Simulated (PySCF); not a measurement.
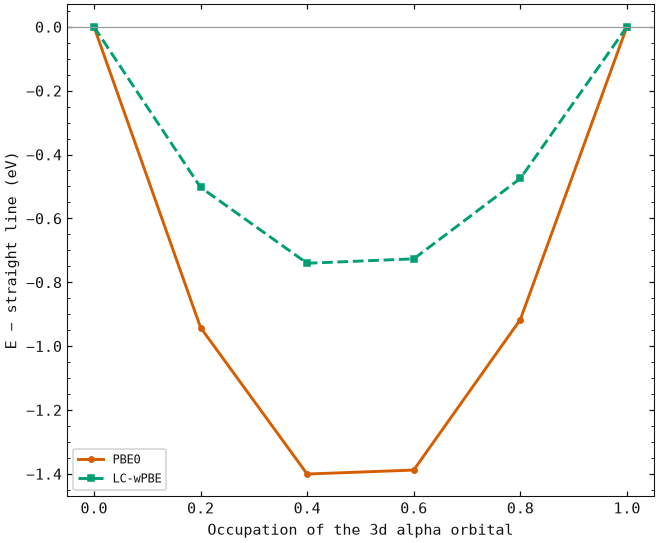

One 3d alpha orbital of V²⁺ ([Ar] 3d³) is emptied in steps. The plot gives the energy less the straight line between the integer ends. PySCF, def2-SVP, non-relativistic, unrestricted single determinants, no spin-orbit coupling.

### Describe the curvature of each method.

PBE0: convex (delocalisation error), largest departure −1.4 eV, removal energy 30.59 eV; LC-wPBE: convex (delocalisation error), largest departure −0.74 eV, removal energy 30.65 eV. The measured removal energy is 29.31 eV. The exact energy is a straight line between whole electron numbers.
